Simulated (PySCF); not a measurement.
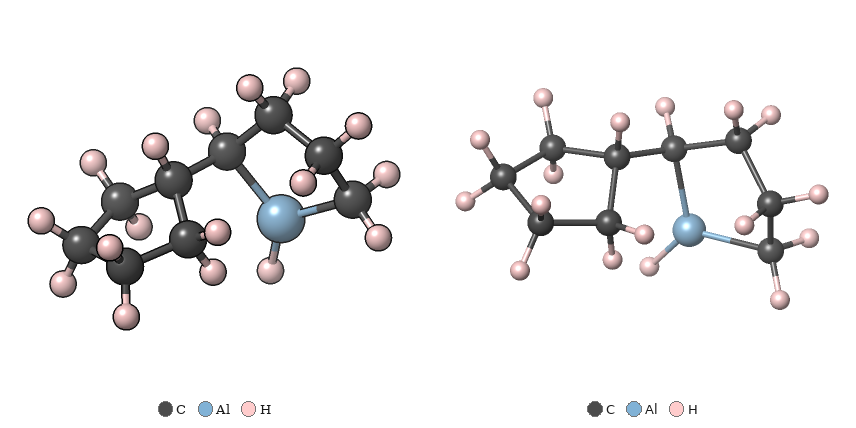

The same structure drawn twice, from different directions.

Computed geometry: PBE0-D3(BJ)/def2-SVP optimisation. No frequency run is at hand to confirm it as a minimum.

> Give the formula.

C₉H₁₇Al, 27 atoms: 9 carbon, 17 hydrogen and 1 aluminium.

> Give the symmetry (Schoenflies symbol).

C1.

More results for the same structure follow; atom numbers are the same in all pictures, views and colours differ.

**Shape**

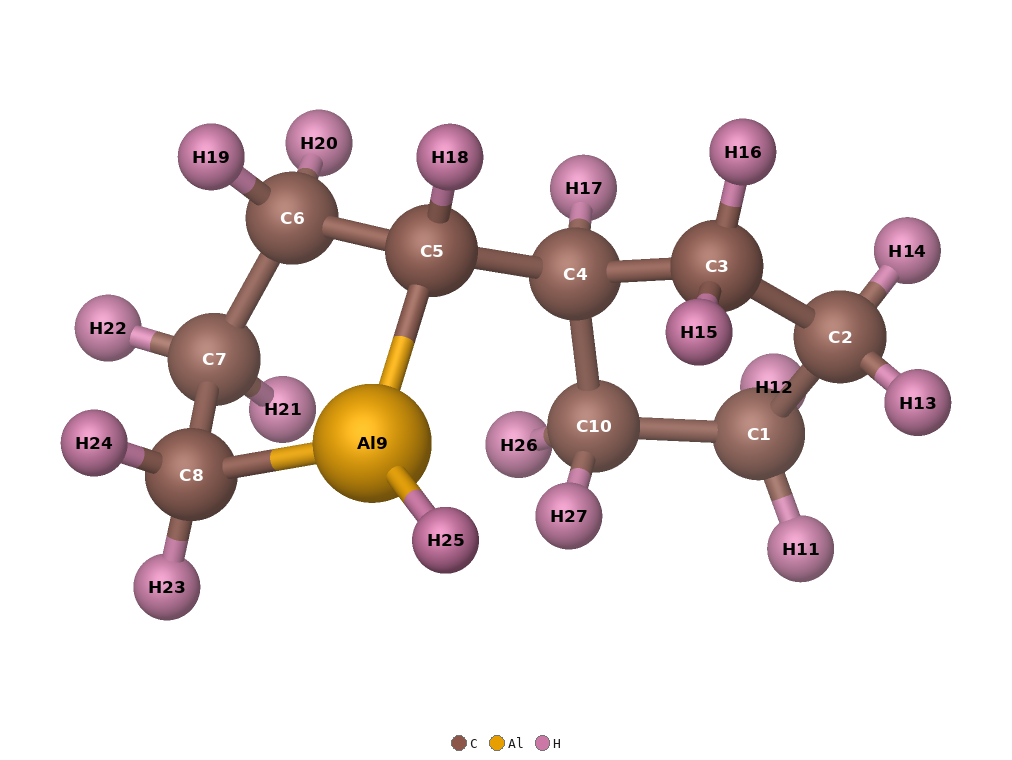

The atoms are numbered. No frequency run is at hand to confirm it as a minimum.

> What is the geometry at C4?

C4 has 4 neighbours (C3 at 1.53, C5 at 1.53, C10 at 1.53, H17 at 1.11 Å); the arrangement is tetrahedral.

> Describe the coordination of atom 1.

C1 has 4 neighbours (C2 at 1.55, C10 at 1.53, H11 at 1.10, H12 at 1.10 Å); the arrangement is tetrahedral.

> How are the neighbours of atom 9 arranged?

Al9 has 3 neighbours (C5 at 1.99, C8 at 1.97, H25 at 1.59 Å); the arrangement is trigonal planar.

> How are the neighbours of atom 7 arranged?

C7 has 4 neighbours (C6 at 1.54, C8 at 1.54, H21 at 1.10, H22 at 1.10 Å); the arrangement is tetrahedral.

> What is the dihedral angle C6–C7–C8–Al9?

35° in size, that is gauche.

**Dipole moment**

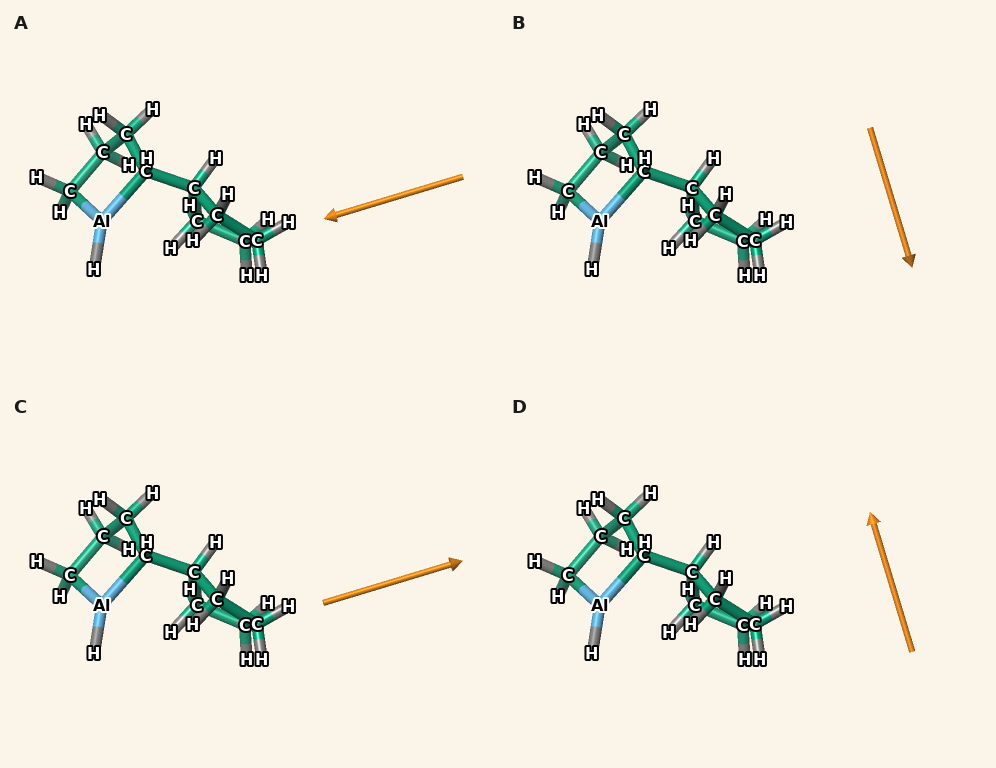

The same molecule four times, each with an arrow. No frequency run is at hand to confirm it as a minimum. Level of theory: PBE0/pcSseg-1, gas phase (PySCF 2.14.0).

> Which arrow points along the dipole moment, from the negative to the positive end?

C. The dipole moment is 0.59 D.

**Ring current**

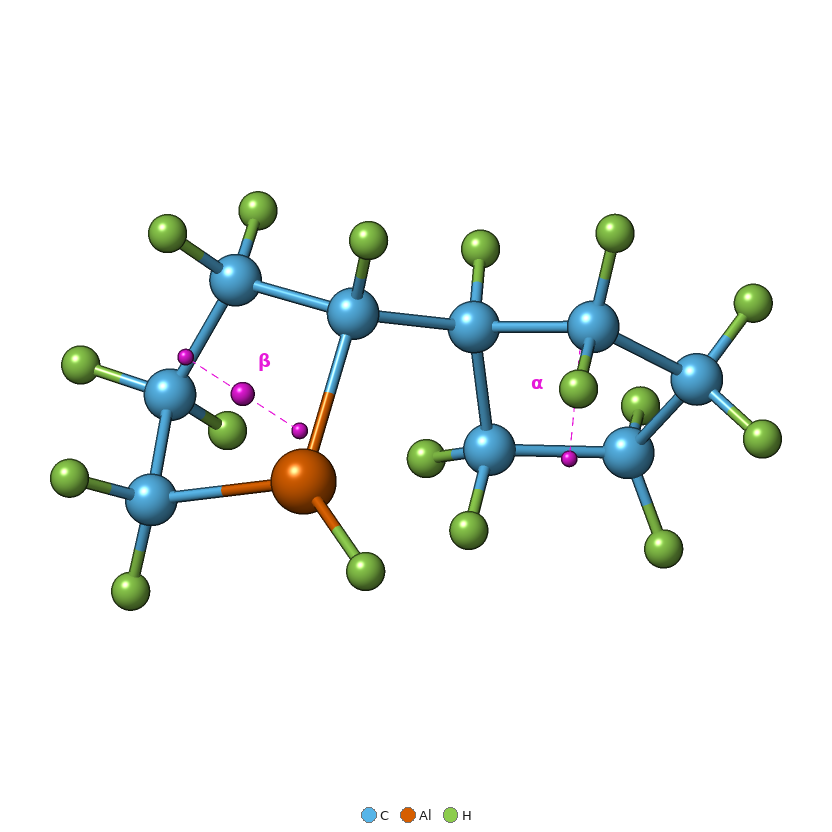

The small points mark where nucleus-independent chemical shifts (NICS) were computed: at the centre of each lettered ring and 1 Å above and below it. No frequency run is at hand to confirm it as a minimum. Properties computed with GIAO PBE0/pcSseg-1 NMR shielding, non-relativistic, gas phase (PySCF 2.14.0).

Give NICS(0), NICS(1) and the out-of-plane component NICS(1)zz for each ring (means of the two sides).

| ring | members | NICS(0) | NICS(1) | NICS(1)zz |
| --- | --- | --- | --- | --- |
| α | C5 | −5.6 | −4.2 | −3.6 |
| β | C4Al | −2.6 | −2.5 | −3.5 |

Values in ppm.

> What do the values say about the ring currents?

Ring α: weak, as in a non-aromatic ring. Ring β: weak, as in a non-aromatic ring. NICS is one index among several.

**Quadrupole coupling**

No frequency run is at hand to confirm it as a minimum. Electric field gradients from the ground-state density, PBE0/pcSseg-1 (PySCF 2.14.0), non-relativistic apart from any core potentials.

Give the largest field-gradient component, the quadrupole coupling constant and the asymmetry for 27Al at Al9 (Q = 146.6 mb), 2H at H11 (Q = 2.86 mb), 2H at H12 (Q = 2.86 mb).

```csv
atom,V_zz (a.u.),e²qQ/h (MHz),η
Al9,1.476,50.8,0.16
H11,0.292,0.196,0.01
H12,0.289,0.194,0.02
```
